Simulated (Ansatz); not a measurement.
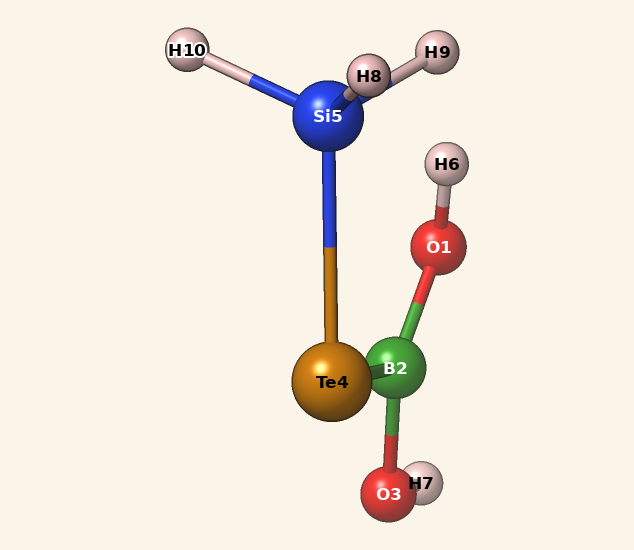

B2 lies behind Te4. The molecule seen a little off the Te4–B2 bond, Te4 in front. Depth is shown by fading: the farther an atom, the more it takes the colour of the background. Computed geometry: PBE-D4/def2-SVP optimisation. No frequency run is at hand to confirm it as a minimum.

What is the torsion angle Si5–Te4–B2–O1? The sign is positive where the front bond must turn clockwise to cover the back bond.

Answer. 11°, synperiplanar (eclipsed).
